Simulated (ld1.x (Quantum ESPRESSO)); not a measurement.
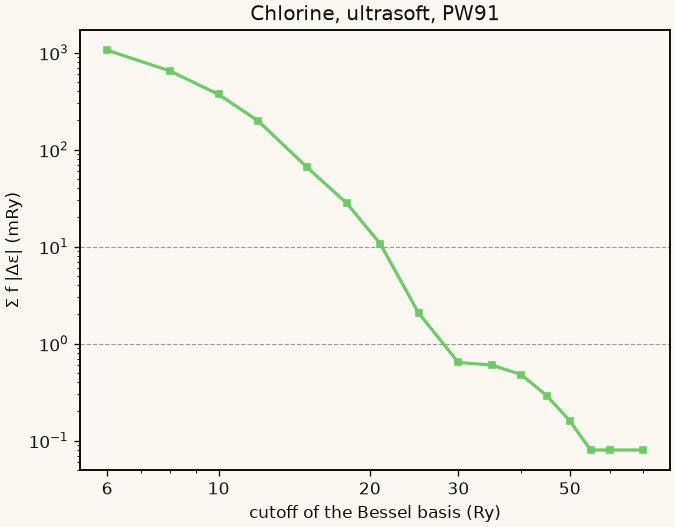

**Figure 1.** The pseudo-atom Hamiltonian at the reference potential is diagonalised in spherical Bessel functions (20 bohr box) up to the cutoff. Curve: occupation-weighted sum of the valence levels' distances from their values at 400 Ry.

- Cutoffs for 10 and 1 mRy in the occupation-weighted sum of levels: 25 Ry and 30 Ry, on the ladder of cutoffs that was run.
- Error at 8 Ry: about 650 mRy.

## Pseudopotential generation for Cl (part 1 of 2)

Chlorine (Cl, Z = 17), core [Ne], reference valence 3s1 3p6, valence charge 7. Computed at this level: ultrasoft potential, PW91, scalar-relativistic, made with ld1.x (Quantum ESPRESSO) 7.5.

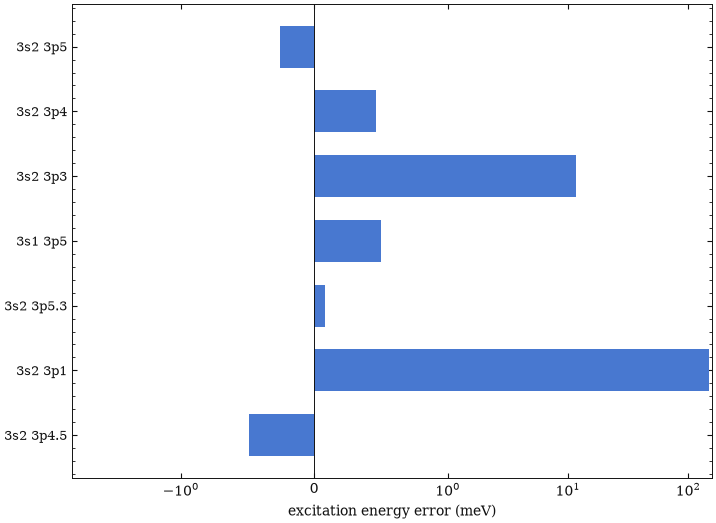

**Figure 2.** Errors, all-electron minus pseudo, of the energies of valence configurations relative to the unpolarised reference 3s1 3p6.

- Worst configuration: 3s2 3p1 (charge +4): the error is +150 meV on an all-electron energy of +118.02 eV relative to the reference, or 0.13 %.
- Errors in meV: 3s2 3p5: -0.3; 3s2 3p4: +0.5; 3s2 3p3: +12; 3s1 3p5: +0.5; 3s2 3p5.3: +0.1; 3s2 3p1: +150; 3s2 3p4.5: -0.5.
- Configurations within 10 meV and within 50 meV: 5 and 6 of 7.

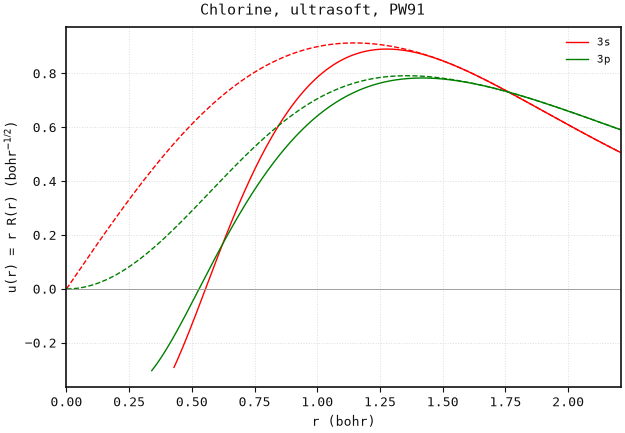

**Figure 3.** Partial waves u(r) = r R(r), all-electron (solid) and pseudo (dashed). The innermost oscillations of some all-electron curves aren't drawn. Reference configuration 3s1 3p6.

- Matching radii: 3s at 1.55 bohr; 3p at 1.70 bohr. The curves merge smoothly, so the plot gives these only roughly.
- Nodes of the pseudo-waves: 3s has no node; 3p has no node.
- Cutoffs needed: 25 Ry (loose) and 30 Ry (tight), as the cutoffs, on a coarse ladder, from which the occupation-weighted sum of valence levels, in a spherical-Bessel basis at the reference potential, stays within 10 and 1 mRy of its value at 400 Ry.

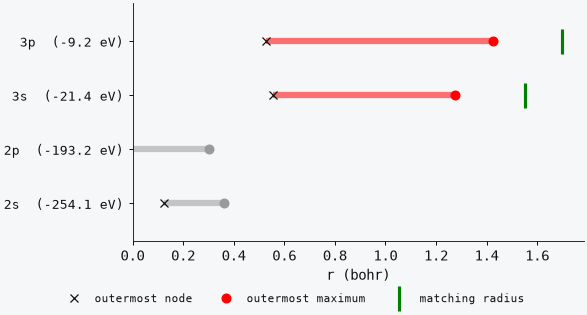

**Figure 4.** Outer shells of the all-electron reference atom: each bar runs from the outermost node (or the nucleus) to the outermost maximum of u(r); the tick is the radius chosen for the pseudo-wave. Shells without a tick have no pseudo-wave of their own. Levels, nodes and maxima are from ld1.x, scalar-relativistic.

- Radii against the shells: 3s: 1.55 bohr, outside the maximum; 3p: 1.70 bohr, outside the maximum.

Input and output of the run follow.

### Input file
```
 &input
   title='Cl', zed=17., rel=1, dft='PW91', iswitch=3,
   config='[Ne] 3s1 3p6',
   nld=2, rlderiv=1.85, eminld=-4.0, emaxld=5.0, deld=0.02
 /
 &inputp
   pseudotype=3, tm=.true., lloc=-1, rcloc=1.50,
   nlcc=.true., rcore=0.85,
   file_pseudopw='Cl.UPF', file_wfcaegen='ae.wfc', file_wfcncgen='nc.wfc', file_beta='beta', file_chi='chi', file_wfcusgen='us.wfc'
 /
4
3S  1  0   1.00   0.00  1.40  1.55  0.0
3S  1  0   0.00  -1.05  1.40  1.55  0.0
3P  2  1   6.00   0.00  1.25  1.70  0.0
3P  2  1   0.00   2.05  1.25  1.70  0.0
 &test
   configts(1)='3s1 3p6'
 /
```

### Input of the test run
```
 &input
   title='Cl', zed=17., rel=1, dft='PW91', iswitch=2,
   config='[Ne] 3s1 3p6'
 /
 &test
   file_pseudo='Cl.UPF', nconf=8,
   configts(1)='3s1 3p6',
   configts(2)='3s2 3p5',
   configts(3)='3s2 3p4',
   configts(4)='3s2 3p3',
   configts(5)='3s1 3p5',
   configts(6)='3s2 3p5.3',
   configts(7)='3s2 3p1',
   configts(8)='3s2 3p4.5'
 /
```

Command:
```bash
ld1.x < Cl.in > Cl.out
```

### The program's output
```
     Program LD1 v.7.5
     --------------------------- All-electron run ----------------------------

     Cl
     scalar relativistic calculation

     atomic number is 17.00
     dft =PW91   lsd =0 sic =0 latt =0  beta=0.20 tr2=1.0E-14
     Exchange-correlation= PW91
                           (   1   4   2   2   0   0   0)
     mesh =1157 r(mesh) = 101.16842 a.u. xmin = -7.00 dx = 0.01250
     1 Ry =  13.60569312 eV, c = 137.03599908

     n l     nl                  e(Ry)          e(Ha)          e(eV)
     1 0     1S 1( 2.00)      -202.3932      -101.1966     -2753.7000
     2 0     2S 1( 2.00)       -18.6793        -9.3396      -254.1448
     2 1     2P 1( 6.00)       -14.1989        -7.0995      -193.1862
     3 0     3S 1( 1.00)        -1.5725        -0.7863       -21.3950
     3 1     3P 1( 6.00)        -0.6755        -0.3377        -9.1900

     final scf error:  2.1E-15 reached in  24 iterations

     Etot =    -922.329792 Ry,    -461.164896 Ha,  -12548.936106 eV

     Ekin =     926.436401 Ry,     463.218201 Ha,   12604.809374 eV
     Encl =   -2198.222653 Ry,   -1099.111326 Ha,  -29908.342829 eV
     Eh   =     405.863905 Ry,     202.931953 Ha,    5522.059742 eV
     Exc  =     -56.407446 Ry,     -28.203723 Ha,    -767.462394 eV

     normalization and overlap integrals

     s(1S/1S) =  1.000000  <r> =   0.0910  <r2> =    0.0111  r(max) =   0.0596
     s(2S/2S) =  1.000000  <r> =   0.4442  <r2> =    0.2345  r(max) =   0.3603
     s(2P/2P) =  1.000000  <r> =   0.4068  <r2> =    0.2062  r(max) =   0.3025
     s(3S/3S) =  1.000000  <r> =   1.5249  <r2> =    2.7054  r(max) =   1.2735
     s(3P/3P) =  1.000000  <r> =   1.8171  <r2> =    3.9780  r(max) =   1.4252

     ------------------------ End of All-electron run ------------------------

     --------------------- Generating US pseudopotential ---------------------

      Generating local potential from pseudized AE potential:
      Matching radius rcloc =   1.5000

      Local pseudo, rcloc= 1.517 Estimated cut-off energy=    10.76 Ry

      Computing core charge for nlcc:

       r > 0.85 : true rho core
       r < 0.85 : rho core = a sin(br)/r    a=   5.06  b=   3.19

      Integrated core pseudo-charge :   1.70

      Wfc   3S  rcut= 1.407  Using Troullier-Martins method
      Wfc-us  3S rcutus= 1.555  Estimated cut-off energy=    19.57 Ry

      Wfc   3S  rcut= 1.407  Using Troullier-Martins method
      Wfc-us  3S rcutus= 1.555  Estimated cut-off energy=    20.72 Ry

      Wfc   3P  rcut= 1.242  Using Troullier-Martins method
      Wfc-us  3P rcutus= 1.719  Estimated cut-off energy=    26.11 Ry

      Wfc   3P  rcut= 1.242  Using Troullier-Martins method
      Wfc-us  3P rcutus= 1.719  Estimated cut-off energy=    38.29 Ry

     ------------------- End of pseudopotential generation -------------------

     --------------------------- All-electron run ----------------------------

     Cl
     scalar relativistic calculation

     atomic number is 17.00
     dft =PW91   lsd =0 sic =0 latt =0  beta=0.20 tr2=1.0E-14
     Exchange-correlation= PW91
                           (   1   4   2   2   0   0   0)
     mesh =1157 r(mesh) = 101.16842 a.u. xmin = -7.00 dx = 0.01250
     1 Ry =  13.60569312 eV, c = 137.03599908

     n l     nl                  e(Ry)          e(Ha)          e(eV)
     1 0     1S 1( 2.00)      -202.3932      -101.1966     -2753.7000
     2 0     2S 1( 2.00)       -18.6793        -9.3396      -254.1448
     2 1     2P 1( 6.00)       -14.1989        -7.0995      -193.1862
     3 0     3S 1( 1.00)        -1.5725        -0.7863       -21.3950
     3 1     3P 1( 6.00)        -0.6755        -0.3377        -9.1900

     final scf error:  2.1E-15 reached in  24 iterations

     Etot =    -922.329792 Ry,    -461.164896 Ha,  -12548.936106 eV

     Ekin =     926.436401 Ry,     463.218201 Ha,   12604.809374 eV
     Encl =   -2198.222653 Ry,   -1099.111326 Ha,  -29908.342829 eV
     Eh   =     405.863905 Ry,     202.931953 Ha,    5522.059742 eV
     Exc  =     -56.407446 Ry,     -28.203723 Ha,    -767.462394 eV

     normalization and overlap integrals

     s(1S/1S) =  1.000000  <r> =   0.0910  <r2> =    0.0111  r(max) =   0.0596
     s(2S/2S) =  1.000000  <r> =   0.4442  <r2> =    0.2345  r(max) =   0.3603
     s(2P/2P) =  1.000000  <r> =   0.4068  <r2> =    0.2062  r(max) =   0.3025
     s(3S/3S) =  1.000000  <r> =   1.5249  <r2> =    2.7054  r(max) =   1.2735
     s(3P/3P) =  1.000000  <r> =   1.8171  <r2> =    3.9780  r(max) =   1.4252

     ------------------------ End of All-electron run ------------------------

     Computing logarithmic derivative in   1.84146
     Computing logarithmic derivative in   1.84146
     Computing the partial wave expansion
     R is outside the sphere for l=    0 j= 0.00
     R is outside the sphere for l=    0 j= 0.00
     R is outside the sphere for l=    1 j= 0.00
     R is outside the sphere for l=    1 j= 0.00

     ---------------------- Testing the pseudopotential ----------------------

     Cl
     scalar relativistic calculation

     atomic number is 17.00   valence charge is  7.00
     dft =PW91   lsd =0 sic =0 latt =0  beta=0.20 tr2=1.0E-14
     mesh =1157 r(mesh) = 101.16842 xmin = -7.00 dx = 0.01250

     n l     nl             e AE (Ry)        e PS (Ry)    De AE-PS (Ry)
     1 0     3S   1( 1.00)       -1.57251       -1.57251        0.00001
     2 1     3P   1( 6.00)       -0.67546       -0.67546        0.00000

     eps = 2.6E-15  iter = 11

     Etot =    -922.329792 Ry,    -461.164896 Ha,  -12548.936106 eV
     Etotps =   -31.480138 Ry,     -15.740069 Ha,    -428.309099 eV

     Ekin =      13.534133 Ry,       6.767067 Ha,     184.141266 eV
     Encl =     -63.535463 Ry,     -31.767731 Ha,    -864.444008 eV
     Ehrt =      24.998487 Ry,      12.499244 Ha,     340.121749 eV
     Ecxc =      -8.363056 Ry,      -4.181528 Ha,    -113.785172 eV
     (Ecc =      -2.353609 Ry,      -1.176804 Ha,     -32.022480 eV)
     Epseu=       1.885760 Ry,       0.942880 Ha,      25.657067 eV

     ---------------------- End of pseudopotential test ----------------------
```

### Output of the test run (extracts)
```
     ---------------------- Testing the pseudopotential ----------------------

     Cl
     scalar relativistic calculation

     atomic number is 17.00   valence charge is  7.00
     dft =PW91   lsd =0 sic =0 latt =0  beta=0.20 tr2=1.0E-14
     mesh =1157 r(mesh) = 101.16842 xmin = -7.00 dx = 0.01250

     n l     nl             e AE (Ry)        e PS (Ry)    De AE-PS (Ry)
     1 0     3S   1( 1.00)       -1.57251       -1.57251        0.00001
     2 1     3P   1( 6.00)       -0.67546       -0.67546        0.00000

     eps = 6.4E-15  iter =  8

     Etot =    -922.329792 Ry,    -461.164896 Ha,  -12548.936106 eV
     Etotps =   -31.480138 Ry,     -15.740069 Ha,    -428.309103 eV

     Ekin =      13.534133 Ry,       6.767067 Ha,     184.141262 eV
     Encl =     -63.535463 Ry,     -31.767731 Ha,    -864.444008 eV
     Ehrt =      24.998488 Ry,      12.499244 Ha,     340.121750 eV
     Ecxc =      -8.363056 Ry,      -4.181528 Ha,    -113.785172 eV
     (Ecc =      -2.353609 Ry,      -1.176804 Ha,     -32.022480 eV)
     Epseu=       1.885760 Ry,       0.942880 Ha,      25.657067 eV

     ---------------------- End of pseudopotential test ----------------------

     ---------------------- Testing the pseudopotential ----------------------

     Cl
     scalar relativistic calculation

     atomic number is 17.00   valence charge is  7.00
     dft =PW91   lsd =0 sic =0 latt =0  beta=0.20 tr2=1.0E-14
     mesh =1157 r(mesh) = 101.16842 xmin = -7.00 dx = 0.01250

     n l     nl             e AE (Ry)        e PS (Ry)    De AE-PS (Ry)
     1 0     3S   1( 2.00)       -1.52439       -1.52433       -0.00006
     2 1     3P   1( 5.00)       -0.63559       -0.63560        0.00001

     eps = 9.8E-15  iter = 14

     Etot =    -923.222765 Ry,    -461.611382 Ha,  -12561.085621 eV
     Etotps =   -32.373092 Ry,     -16.186546 Ha,    -440.458355 eV
     dEtot_ae =      -0.892973 Ry
     dEtot_ps =      -0.892954 Ry,   Delta E=      -0.000019 Ry

     Ekin =      12.453715 Ry,       6.226858 Ha,     169.441427 eV
     Encl =     -64.193919 Ry,     -32.096960 Ha,    -873.402765 eV
     Ehrt =      25.307412 Ry,      12.653706 Ha,     344.324877 eV
     Ecxc =      -8.442208 Ry,      -4.221104 Ha,    -114.862096 eV
     (Ecc =      -2.353609 Ry,      -1.176804 Ha,     -32.022480 eV)
     Epseu=       2.501909 Ry,       1.250954 Ha,      34.040202 eV

     ---------------------- End of pseudopotential test ----------------------

     ---------------------- Testing the pseudopotential ----------------------

     Cl
     scalar relativistic calculation

     atomic number is 17.00   valence charge is  7.00
     dft =PW91   lsd =0 sic =0 latt =0  beta=0.20 tr2=1.0E-14
     mesh =1157 r(mesh) = 101.16842 xmin = -7.00 dx = 0.01250

     n l     nl             e AE (Ry)        e PS (Ry)    De AE-PS (Ry)
     1 0     3S   1( 2.00)       -2.36291       -2.36245       -0.00046
     2 1     3P   1( 4.00)       -1.43224       -1.43184       -0.00040

     eps = 5.8E-15  iter = 18

     Etot =    -922.198801 Ry,    -461.099401 Ha,  -12547.153891 eV
     Etotps =   -31.349182 Ry,     -15.674591 Ha,    -426.527346 eV
     dEtot_ae =       0.130990 Ry
     dEtot_ps =       0.130957 Ry,   Delta E=       0.000034 Ry

     Ekin =      11.719892 Ry,       5.859946 Ha,     159.457249 eV
     Encl =     -57.689563 Ry,     -28.844782 Ha,    -784.906493 eV
     Ehrt =      19.844615 Ry,       9.922308 Ha,     269.999747 eV
     Ecxc =      -7.727558 Ry,      -3.863779 Ha,    -105.138777 eV
     (Ecc =      -2.353609 Ry,      -1.176804 Ha,     -32.022480 eV)
     Epseu=       2.503432 Ry,       1.251716 Ha,      34.060927 eV

     ---------------------- End of pseudopotential test ----------------------
```

(Continued in part 2.) Outcome of the run: generated.
